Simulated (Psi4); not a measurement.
# AsH2 (SMILES [AsH2]): USVWN5/cc-pVTZ

What is the energy change on altering one bond length of AsH2 at USVWN5/cc-pVTZ? 

The calculation is run with Psi4 1.11.

## Step 1: The molecule

AsH2 has 3 atoms, charge 0, and is taken as a doublet. SMILES: `[AsH2]`. The coordinates come from a PBE0-D4/def2-TZVP relaxation.

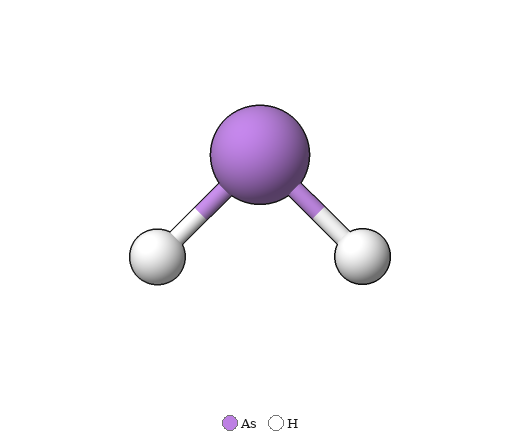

Viewed from a chosen angle; arsenic purple, hydrogen white.

## Step 2: Energy and gradient at USVWN5/cc-pVTZ

Input file calc.in:

```
memory 2.2 GB

molecule {
  0 2
  As
  H 1 1.526345
  H 1 1.526354 2 90.69861
  symmetry c1
  no_reorient
  no_com
}

set {
  basis cc-pVTZ
  reference uks
  puream true
  e_convergence 1e-09
  d_convergence 1e-08
  scf_type pk
  dft_radial_points 99
  dft_spherical_points 590
  maxiter 100
}

gradient('scf', dft_functional={"name": "SVWN5", "x_functionals": {"LDA_X": {}}, "c_functionals": {"LDA_C_VWN": {}}})
```

On the command line:

```bash
psi4 calc.in calc.out -n 1
```

calc.out:

```text
[...]
  Running in c1 symmetry.
[...]
  Nuclear repulsion =   23.125516259395312
[...]
  Multiplicity = 2
[...]
  Nalpha       = 18
  Nbeta        = 17
[...]
    Number of basis functions: 71
[...]
   @UKS iter   1: -2232.71287124481478   -1.94311e+00   2.91837e-02 ADIIS/DIIS
[...]
   @UKS iter  10: -2233.77145256020276   -1.81899e-12   3.65837e-09 DIIS
[...]
   @S^2 Observed:                7.516897272E-01
[...]
    Orbital Energies [Eh]
    ---------------------
    Alpha Occupied:
       1A   -423.372440     2A    -53.134424     3A    -47.576212
       4A    -47.574619     5A    -47.573618     6A     -6.712978
       7A     -4.837171     8A     -4.833509     9A     -4.830425
      10A     -1.530835    11A     -1.529911    12A     -1.527569
      13A     -1.526054    14A     -1.524328    15A     -0.578814
      16A     -0.334785    17A     -0.278237    18A     -0.210737
    Alpha Virtual:
      19A     -0.018720    20A     -0.003029    21A      0.140223
      22A      0.147689    23A      0.176626    24A      0.177396
      25A      0.201335    26A      0.206804    27A      0.212539
[...]
  @UKS Final Energy: -2233.77145256020276
   => Energetics <=
    Nuclear Repulsion Energy =             23.1255162593953116
    One-Electron Energy =               -3160.7892074900746593
    Two-Electron Energy =                 984.2824828291647918
    DFT Exchange-Correlation Energy =     -80.3902441586881480
    Empirical Dispersion Energy =           0.0000000000000000
    VV10 Nonlocal Energy =                  0.0000000000000000
    Total Energy =                      -2233.7714525602027607
[...]
 Multipole Moments:
 ------------------------------------------------------------------------------------
     Multipole            Electronic (a.u.)      Nuclear  (a.u.)        Total (a.u.)
 ------------------------------------------------------------------------------------
 L = 1.  Multiply by 2.5417464519 to convert [e a0] to [Debye]
 Dipole X            :          1.4552038           -1.5618510           -0.1066473
 Dipole Y            :          1.4375539           -1.5429132           -0.1053593
 Dipole Z            :         -0.0000000            0.0000000           -0.0000000
 Magnitude           :                                                    0.1499141
[...]
  -Total Gradient:
     Atom            X                  Y                   Z
    ------   -----------------  -----------------  -----------------
       1       -0.003255582922    -0.003219171419     0.000000000000
       2        0.000852525834     0.002395958187     0.000000000000
       3        0.002403124956     0.000823279760    -0.000000000000
[...]
```

Wall time 2.2 min (1 thread of Intel Xeon at 2.50GHz (Skylake/Cascade Lake), shared host); peak memory 1.1 GiB.

## Step 3: The distorted shape at the same level

Input file run.py:

```python
import psi4

psi4.set_memory(2200000000)
psi4.set_num_threads(1)
psi4.core.set_output_file('psi4.out', False)

molecule = psi4.geometry("""
0 2
As
H 1 2.7474
H 1 1.526354 2 90.69862
symmetry c1
""")

psi4.set_options({
    'basis': 'cc-pVTZ',
    'reference': 'uks',
    'puream': True,
    'e_convergence': 1e-09,
    'd_convergence': 1e-08,
    'scf_type': 'pk',
    'dft_radial_points': 99,
    'dft_spherical_points': 590,
    'maxiter': 100,
})

energy_value, wavefunction = psi4.gradient("scf", dft_functional={"name": "SVWN5", "x_functionals": {"LDA_X": {}}, "c_functionals": {"LDA_C_VWN": {}}}, molecule=molecule, return_wfn=True)
psi4.oeprop(wavefunction, "LOWDIN_CHARGES", "MAYER_INDICES", "QUADRUPOLE")
print('gradient / Eh bohr^-1')
print(energy_value.np.round(6))
print(f'energy = {wavefunction.energy():.10f} Eh')
```

On the command line:

```bash
python run.py
```

psi4.out, shortened:

```text
[...]
  Running in c1 symmetry.
[...]
  Nuclear repulsion =   17.964532020866770
[...]
  Multiplicity = 2
[...]
  Nalpha       = 18
  Nbeta        = 17
[...]
    Number of basis functions: 71
[...]
   @UKS iter   1: -2232.23154567817664   -1.69296e+00   3.00438e-02 ADIIS/DIIS
[...]
   @UKS iter  17: -2233.66645540283935   -3.63798e-11   4.42043e-09 DIIS
[...]
   @S^2 Observed:                1.029664536E+00
[...]
  @UKS Final Energy: -2233.66645540283935
   => Energetics <=
    Nuclear Repulsion Energy =             17.9645320208667698
    One-Electron Energy =               -3149.7534917487787425
    Two-Electron Energy =                 978.3933261614643015
    DFT Exchange-Correlation Energy =     -80.2708218363920025
    Empirical Dispersion Energy =           0.0000000000000000
    VV10 Nonlocal Energy =                  0.0000000000000000
    Total Energy =                      -2233.6664554028393468
[...]
  -Total Gradient:
     Atom            X                  Y                   Z
    ------   -----------------  -----------------  -----------------
       1       -0.005283910680     0.031133588599     0.000000000001
       2        0.000814358700    -0.032545054553    -0.000000000000
       3        0.004469515897     0.001411469548     0.000000000000
[...]
 Multipole Moments:
 ------------------------------------------------------------------------------------
     Multipole            Electronic (a.u.)      Nuclear  (a.u.)        Total (a.u.)
 ------------------------------------------------------------------------------------
 L = 1.  Multiply by 2.5417464519 to convert [e a0] to [Debye]
 Dipole X            :          1.4371139           -1.5618510           -0.1247371
 Dipole Y            :          3.1322782           -2.7924578            0.3398204
 Dipole Z            :          0.0000000            0.0000000            0.0000000
 Magnitude           :                                                    0.3619906
 L = 2.  Multiply by 1.3450342976 to convert [e a0^2] to [Debye ang]
 Quadrupole XX       :        -23.1585619            8.1505006          -15.0080613
 Quadrupole XY       :          0.2552341           -0.4017577           -0.1465236
[...]
```

On the terminal:

```text
gradient / Eh bohr^-1
[[-0.005284  0.031134  0.      ]
 [ 0.000814 -0.032545 -0.      ]
 [ 0.00447   0.001411  0.      ]]
energy = -2233.6664554028 Eh
```

Wall time 2.4 min (1 thread of Intel Xeon at 2.50GHz (Skylake/Cascade Lake), shared host); peak memory 1.1 GiB.

## Step 4: What came out

At USVWN5/cc-pVTZ:

```
                                                          quantity           value
                                         first shape: total energy  -2233.77145 Eh
                                        first shape: dipole moment          0.38 D
                   first shape: HOMO energy (highest over α and β)        -5.73 eV
                    first shape: LUMO energy (lowest over α and β)        -4.58 eV
                                                 first shape: ⟨S²⟩           0.752
                             first shape: largest force on an atom      0.235 eV/Å
                                     distorted shape: total energy  -2233.66646 Eh
                                    distorted shape: dipole moment          0.92 D
               distorted shape: HOMO energy (highest over α and β)        -6.03 eV
                distorted shape: LUMO energy (lowest over α and β)        -4.66 eV
                                             distorted shape: ⟨S²⟩           1.030
                         distorted shape: largest force on an atom      1.674 eV/Å
energy change with the As1–H2 bond stretched from 1.526 to 2.747 Å        2.857 eV
```

**Reading.** With the As1–H2 bond stretched from 1.526 to 2.747 Å the energy rises by 2.86 eV (66 kcal/mol). The first shape isn't relaxed at this level, so the change isn't measured from a minimum. ⟨S²⟩ (distorted shape) is 1.03 where a pure doublet has 0.75: the reference is spin-contaminated.
